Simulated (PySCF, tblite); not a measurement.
**C5H9S radical: geometry, infrared bands and EPR parameters**

Wanted: the infrared bands and EPR parameters of C5H9S radical (`[H]/[C]=C\CCCS`), by calculation.

Computed with tblite 0.8.0 and PySCF 2.14.0, with density-fitted response routines of our own, on a single molecule in the gas phase. Atoms count from 0, in the outputs and in this text.

### Step 1. The molecule as given

15 atoms, charge 0, multiplicity 2; geometry from: force field or distance geometry start.

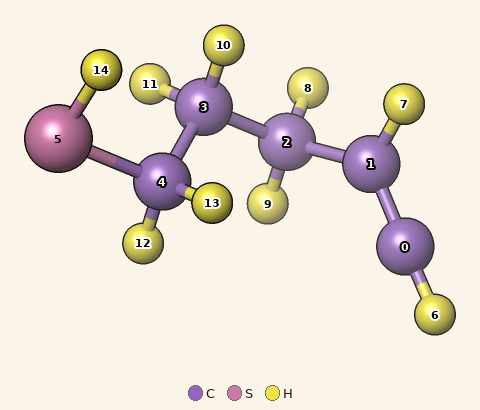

The starting geometry (carbon purple, sulfur pink, hydrogen yellow), atoms numbered.

### Step 2. Relaxing the molecule with GFN2-xTB

Job settings and geometry (Å):

```
{"job": {"kind": "relax", "xc": "GFN2-xTB", "basis": "xTB"}, "charge": 0, "multiplicity": 2}
C     -2.303100     0.620600    -0.867900
C     -1.510400     0.922600     0.101900
C     -0.860000    -0.088600     1.032400
C      0.653600    -0.143600     0.872700
C      1.085500    -0.700300    -0.470500
S      2.891100    -0.854600    -0.557600
H     -2.974400     0.386300    -1.670700
H     -1.278000     1.970700     0.303000
H     -1.105300     0.196200     2.061700
H     -1.304600    -1.082500     0.875600
H      1.078800     0.845500     1.040100
H      1.038000    -0.800500     1.681200
H      0.645500    -1.686300    -0.640200
H      0.773700    -0.040000    -1.293800
H      3.165400     0.462400    -0.432400
```

The run is started by

```bash
$ OMP_NUM_THREADS=1 python probes_run.py task.json out
```

One launch serves the whole session: the jobs run in the order shown.

The log of the run:

```text
step      E/eV     max force
  0    -500.60821    0.825
  1    -500.64038    0.276
  2    -500.64799    0.246
  3    -500.65294    0.324
  4    -500.65687    0.309
  5    -500.65959    0.126
  6    -500.66164    0.098
  7    -500.66254    0.081
  8    -500.66361    0.080
  9    -500.66486    0.091
 10    -500.66696    0.149
 11    -500.67062    0.184
 12    -500.67728    0.275
 13    -500.68421    0.298
 14    -500.69909    0.306
 15    -500.70880    0.274
 16    -500.71617    0.263
 17    -500.72210    0.228
 18    -500.72774    0.223
 19    -500.74207    0.257
 20    -500.74857    0.241
 21    -500.76037    0.214
 22    -500.76903    0.207
 23    -500.77892    0.201
 24    -500.78462    0.157
 25    -500.78750    0.142
 26    -500.78878    0.187
 27    -500.79044    0.131
 28    -500.79166    0.091
 29    -500.79260    0.051
 30    -500.79293    0.048
 31    -500.79342    0.056
 32    -500.79370    0.042
 33    -500.79392    0.034
 34    -500.79410    0.035
 35    -500.79435    0.037
 36    -500.79460    0.036
 37    -500.79482    0.034
 38    -500.79499    0.030
 39    -500.79512    0.025
 40    -500.79523    0.022
 41    -500.79530    0.019
 42    -500.79534    0.017
 43    -500.79538    0.016
 44    -500.79542    0.016
 45    -500.79547    0.014
 46    -500.79550    0.018
 47    -500.79554    0.020
 48    -500.79559    0.019
 49    -500.79564    0.018
 50    -500.79571    0.023
 51    -500.79580    0.034
 52    -500.79591    0.040
 53    -500.79606    0.035
 54    -500.79619    0.030
 55    -500.79628    0.022
 56    -500.79633    0.023
 57    -500.79638    0.019
 58    -500.79644    0.020
 59    -500.79650    0.017
 60    -500.79654    0.021
 61    -500.79657    0.023
 62    -500.79660    0.015
 63    -500.79662    0.009
```

Wall time 0.34 s (1 thread of Arm Neoverse V1, shared host).

Relaxation path: (not every step is listed)

```csv
step,energy from step 0 (eV),largest force (eV/Å)
0,0.0000,0.8249
1,-0.0322,0.2763
2,-0.0398,0.2461
3,-0.0447,0.3239
4,-0.0487,0.3091
5,-0.0514,0.1256
6,-0.0534,0.0984
7,-0.0543,0.0807
8,-0.0554,0.0803
13,-0.0760,0.2981
18,-0.1195,0.2233
23,-0.1707,0.2014
28,-0.1834,0.0906
33,-0.1857,0.0342
38,-0.1868,0.0297
43,-0.1872,0.0164
48,-0.1874,0.0192
53,-0.1879,0.0353
58,-0.1882,0.0195
59,-0.1883,0.0174
60,-0.1883,0.0210
61,-0.1884,0.0227
62,-0.1884,0.0150
63,-0.1884,0.0093
```

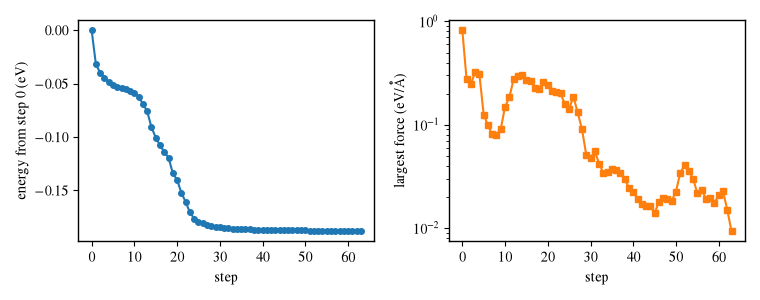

Energy and force, step by step.

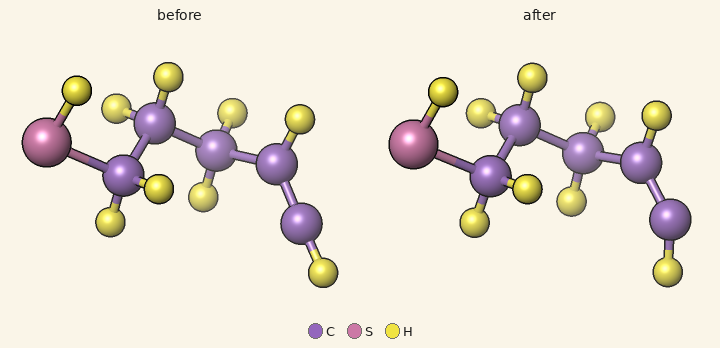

Before and after, at one scale.

Close pairs (by a distance rule), those that changed most:

| bond | before (Å) | after (Å) | change (Å) |
| --- | --- | --- | --- |
| S5–H14 | 1.351 | 1.332 | -0.020 |
| C3–H11 | 1.110 | 1.093 | -0.018 |
| C4–S5 | 1.814 | 1.826 | +0.012 |
| C4–H13 | 1.100 | 1.090 | -0.010 |
| C2–H9 | 1.100 | 1.091 | -0.009 |
| C0–H6 | 1.072 | 1.065 | -0.008 |
| C1–H7 | 1.092 | 1.085 | -0.007 |
| C2–C3 | 1.523 | 1.528 | +0.005 |

The next job starts from the end point, and lists it.

### Step 3. Infrared spectrum with GFN2-xTB

Job settings and geometry (Å):

```
{"job": {"kind": "ir", "xc": "GFN2-xTB", "basis": "xTB"}, "charge": 0, "multiplicity": 2}
C     -2.267565     0.807841    -0.921103
C     -1.453161     0.994865     0.060992
C     -0.909516    -0.074721     1.001208
C      0.612207    -0.170209     0.898898
C      1.045178    -0.661231    -0.472917
S      2.860187    -0.816934    -0.604446
H     -2.800355     0.010304    -1.383606
H     -1.073792     1.986739     0.285138
H     -1.186400     0.199755     2.021623
H     -1.362798    -1.038126     0.764473
H      1.054291     0.811168     1.091478
H      0.983737    -0.860004     1.660559
H      0.665435    -1.664348    -0.666301
H      0.700428     0.006200    -1.262869
H      3.127710     0.476691    -0.437489
```

The log of the run:

```text
mode    cm-1     km/mol
  1      55.4      0.95
  2      73.1      3.32
  3     109.4      3.57
  4     208.8     23.43
  5     223.1     16.09
  6     276.1      0.93
  7     359.0      1.85
  8     418.7      2.46
  9     616.2      4.80
 10     721.7     15.26
 11     729.4     22.47
 12     762.3     13.54
 13     831.5     15.44
 14     872.8     14.22
 15     923.3     11.31
 16     935.6     10.46
 17    1018.5      1.03
 18    1051.6      1.87
 19    1085.8      1.33
 20    1119.3      3.50
 21    1167.1      0.40
 22    1232.2      0.49
 23    1240.2      9.59
 24    1258.2      1.10
 25    1298.9      4.36
 26    1335.8      0.96
 27    1451.9      0.32
 28    1463.8      2.69
 29    1483.2      0.39
 30    1723.4      3.35
 31    2434.0    131.96
 32    2960.1     16.93
 33    2963.2     26.39
 34    2975.7     13.65
 35    2986.8     26.91
 36    2987.2      4.15
 37    2998.0     37.90
 38    3005.4     38.20
 39    3194.9     15.89
```

Run time: 0.41 s. Hardware: 1 thread of Arm Neoverse V1, shared host.

Which atoms move in the most intense modes:

```csv
cm⁻¹,km/mol,atoms
209,23.4,"H14 68 %, C4 11 %"
729,22.5,"H6 41 %, C0 18 %"
2434,132.0,H14 97 %
2960,16.9,"H10 67 %, H11 16 %"
2963,26.4,H8 83 %
2987,26.9,"H13 75 %, H11 15 %"
2998,37.9,"H9 64 %, H7 17 %, H12 10 %"
3005,38.2,H12 80 %
```

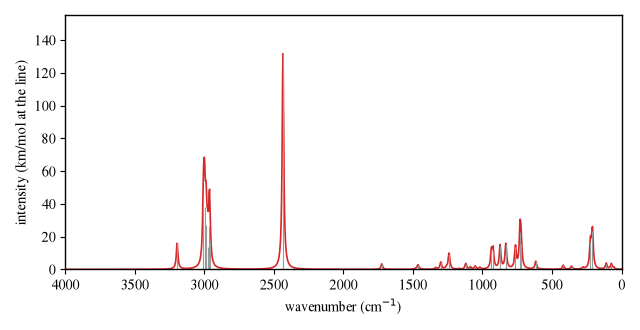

The infrared spectrum from these modes, unscaled. Lines are broadened to a width of 14 cm⁻¹ (Lorentzian).

### Step 4. EPR parameters: B3LYP/pcH-1

Settings changed since step 3:

```diff
@@ -1,2 +1,2 @@
-{"job": {"kind": "ir", "xc": "GFN2-xTB", "basis": "xTB"}, "charge": 0, "multiplicity": 2}
+{"job": {"kind": "epr", "basis": "pcH-1"}, "charge": 0, "multiplicity": 2}
 C     -2.267565     0.807841    -0.921103
```

Method: UKS B3LYP, pcH-1 on C H S, non-relativistic, mean-field spin-orbit, GIAO.

The log of the run:

```text
UKS, coarse grid
  cycle   1  E = -594.01490609  |g| = 2.86e-01
  cycle   2  E = -594.01609914  |g| = 2.84e-01
  cycle   3  E = -594.05720701  |g| = 6.86e-02
  cycle   4  E = -594.05886258  |g| = 4.14e-02
  cycle   5  E = -594.05975925  |g| = 7.78e-03
  cycle   6  E = -594.05980433  |g| = 5.18e-03
  cycle   7  E = -594.05982637  |g| = 1.71e-03
  cycle   8  E = -594.05983490  |g| = 9.47e-04
UKS, final grid
  cycle   1  E = -594.05976514  |g| = 8.95e-04
  cycle   2  E = -594.05976546  |g| = 1.07e-03
  cycle   3  E = -594.05976608  |g| = 2.34e-04
  cycle   4  E = -594.05976623  |g| = 1.98e-04
  cycle   5  E = -594.05976631  |g| = 6.85e-05
  cycle   6  E = -594.05976631  |g| = 1.72e-05
E = -594.05976631 Eh   <S^2> = 0.7588 (exact 0.7500)
g shifts (ppm)      1          2          3
  rmc          -147       -147       -147
  gc             33          6        -32
  oz_so        -568         25        532
  total        -683       -116        353
hyperfine (MHz)  atom isotope    a_iso     a_fc   dipolar eigenvalues
    0   13C     309.97     310.09    -81.84    -60.15    141.98
    1   13C     -18.26     -18.26    -19.46      2.26     17.20
    2   13C      81.47      81.49     -8.76     -7.91     16.68
    3   13C      -4.98      -4.98     -0.65     -0.56      1.21
    4   13C       0.09       0.09     -0.47     -0.12      0.59
    5   33S       0.11       0.10     -0.09     -0.00      0.09
    6    1H      38.23      38.23    -32.61     -6.81     39.42
    7    1H     113.32     113.33     -6.50     -5.44     11.95
    8    1H      -4.70      -4.70     -4.25     -1.59      5.84
    9    1H      -5.60      -5.60     -6.27     -1.44      7.71
   10    1H      -0.00      -0.00     -1.41     -0.88      2.29
   11    1H       6.77       6.77     -1.16     -0.57      1.73
   12    1H       0.06       0.06     -1.23     -1.03      2.27
   13    1H       0.24       0.24     -2.05     -1.73      3.77
   14    1H       0.01       0.01     -0.47     -0.42      0.89
```

Run time: 66 s. Hardware: 1 thread of Arm Neoverse V1, shared host; peak memory 0.99 GiB.

Principal g values 2.00164, 2.00220, 2.00267; g(iso) = 2.00217, against 2.00232 for a free electron.

Hyperfine couplings; where a row names several nuclei, a(iso) is their mean (it holds for fast rotation or exchange) and the dipolar term the largest among them:

```csv
nuclei,isotope,a(iso) (MHz),"a(iso) (G, at g = 2.0023)",largest dipolar term (MHz)
C0,13C,310.0,110.6,142.0
H7,1H,113.3,40.4,11.9
C2,13C,81.5,29.1,16.7
H6,1H,38.2,13.6,39.4
C1,13C,-18.3,-6.5,-19.5
"H8, H9",1H,-5.2,-1.8,7.7
C3,13C,-5.0,-1.8,1.2
"H10, H11",1H,3.4,1.2,2.3
"H12, H13",1H,0.1,0.1,3.8
S5,33S,0.1,0.0,0.1
C4,13C,0.1,0.0,0.6
H14,1H,0.0,0.0,0.9
```

Mulliken spin populations:

C0 1.04; C1 -0.17; C2 0.08; C3 0.00; C4 0.00; S5 0.00; H6 0.01; H7 0.05; H8 0.00; H9 0.00; H10 0.00; H11 0.00; H12 0.00; H13 0.00; H14 0.00

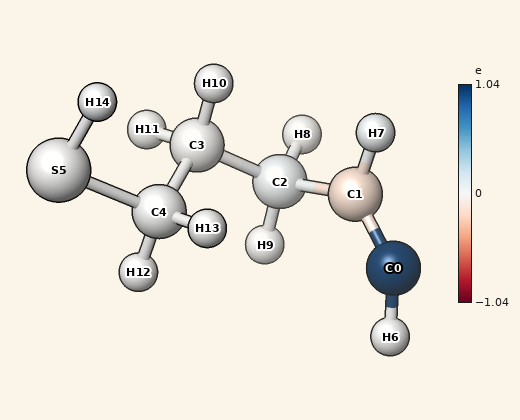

Mulliken spin populations, as colours on the atoms.

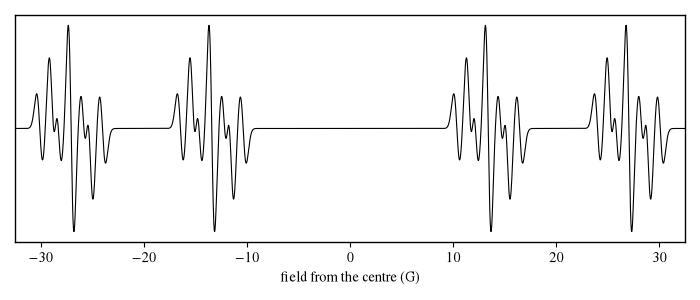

First-order isotropic spectrum (first derivative, main isotopes with spin only, couplings over 0.8 MHz, Gaussian width 0.3 G; couplings of the frozen geometry, rotation of groups not averaged beyond the rows shown).

Orbitals, density, ELF and potential are computed afterwards from the orbital file.

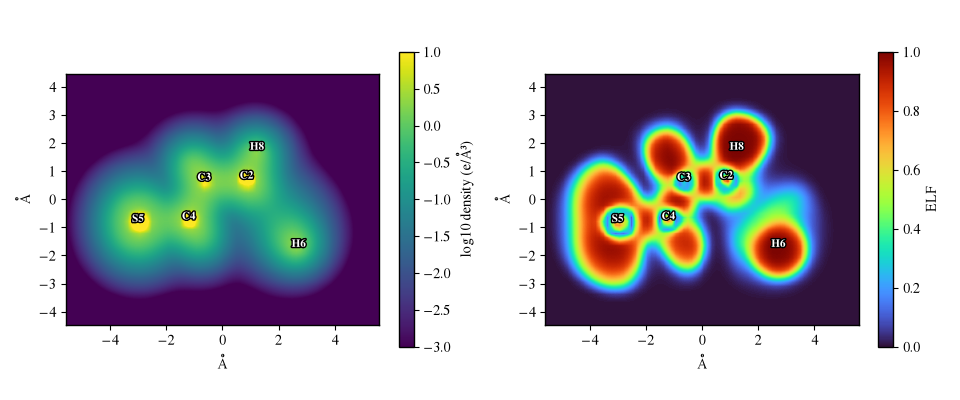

Density (left) and ELF (right) in a plane through or near 6 of the atoms.

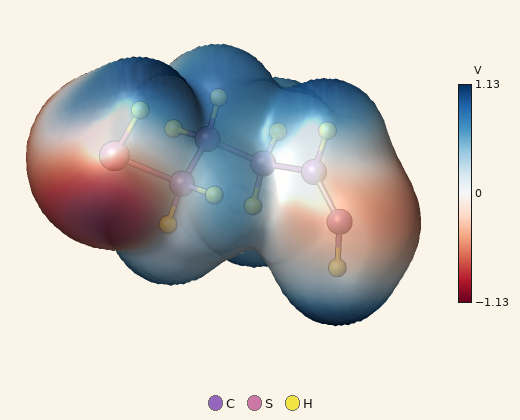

The potential that a unit positive charge feels on the 0.002 e/bohr³ surface, from -1.04 V near S5 to 1.13 V near H6.

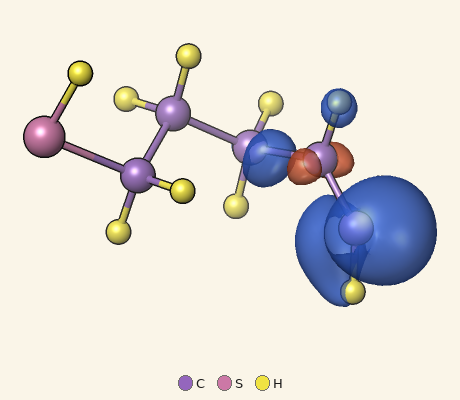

Spin density at ±0.05 e/Å³ (alpha excess blue, beta excess red).

### Step 5. Outcome

```
                                 quantity                  value
strongest single infrared mode (GFN2-xTB)  2434 cm⁻¹, 132 km/mol
             zero-point energy (GFN2-xTB)          75.1 kcal/mol
                           g(iso) (B3LYP)                2.00217
                                     ⟨S²⟩     0.759 (exact 0.75)
       largest a(iso) (averaged by class)   13C on C0, 310.0 MHz
    surface potential, least and greatest     -1.04 V and 1.13 V
```

**Reading.** Relaxing lowered the energy by 0.188 eV in 63 steps; the close pair that moved most is S5–H14, from 1.351 to 1.332 Å. No mode is imaginary among the 39: a minimum at this level. The strongest single mode, at 2434 cm⁻¹, moves mainly H14. Unscaled tight-binding wavenumbers are off by several per cent, some by more. Its intensities can rank the bands wrongly. Most of the unpaired spin sits on C0 (1.04 e). The isotropic g lies 0.1 ppt below the free-electron value.
